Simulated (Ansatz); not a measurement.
Consider C2H6Se2.

The calculation's input:

```
crystal:
  periodic: [false, false, false]
  atoms:
    - {symbol: C, position_ang: [-1.987814, 0.193462, 0.003856]}
    - {symbol: Se, position_ang: [-0.624713, 1.588005, 0.040504]}
    - {symbol: Se, position_ang: [1.023662, 0.540027, 1.270054]}
    - {symbol: C, position_ang: [1.964759, -0.425624, -0.139199]}
    - {symbol: H, position_ang: [-2.268715, -0.073353, 1.019941]}
    - {symbol: H, position_ang: [-1.624805, -0.676985, -0.538309]}
    - {symbol: H, position_ang: [-2.845474, 0.619623, -0.519442]}
    - {symbol: H, position_ang: [1.312619, -1.171964, -0.587624]}
    - {symbol: H, position_ang: [2.810217, -0.919768, 0.342525]}
    - {symbol: H, position_ang: [2.323365, 0.275278, -0.889307]}
basis:
  gaussian: {orbitals: def2-TZVPP}
hamiltonian: {xc: pbe0, dispersion: d4}
output: {orbitals: {seedname: orbitals}}
```

Run with:

```sh
ansatz run in.yaml --threads 4 --pin off --events-out ev --progress --plain --max-ram 10444MiB
```

Geometry: PBE0-D4/def2-TZVP.

These are results of RKS PBE0-D4/def2-TZVPP (Ansatz), not measurements.

Question: Predict the electron density and electron localisation function between the atoms.

Answer: C–Se (1.95 Å): the density is about 1 e/Å³ at the midpoint; the ELF peaks at about 0.90 between the atoms, as expected for a covalent bond.
Se–Se (2.31 Å): ρ is about 0.75 e/Å³ halfway; the ELF peaks at about 0.75 between the atoms; localised, covalent bonding.
C–H (1.09 Å): ρ at the midpoint is about 2 e/Å³; the ELF climbs to about 1 towards the hydrogen, as it does in any bond to H: an ordinary covalent bond to hydrogen.

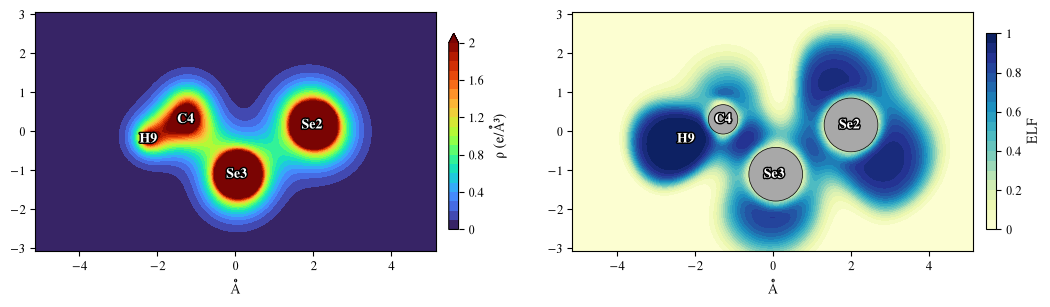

Computed electron density and electron localisation function on the plane of atoms Se2, Se3 and C4, in this order. Grey discs cover the atomic cores in the ELF map. 
